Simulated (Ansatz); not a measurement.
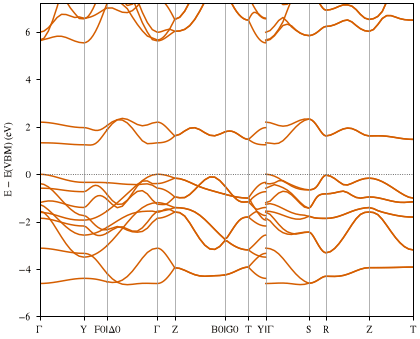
Band structure from r²SCAN in the plane-wave PAW code Ansatz

Task: Read off the gap and where the band edges lie.

Result: About 1.2 eV (1.23 eV by a search for the band edges); maximum at Γ, minimum on the Y–F0 line, 26 % of the way from Y.

The material is I (molecular I2 type, space group No. 64).

Space group Cmce (molecular I2 type). Symmetry was held in the r²SCAN relaxation. A crystal of weakly bound units computed without a dispersion correction: the cell and the soft elastic constants depend strongly on that. Spin–orbit coupling is left out wherever it is not named.

Potentials: the later of the program's two PAW sets.
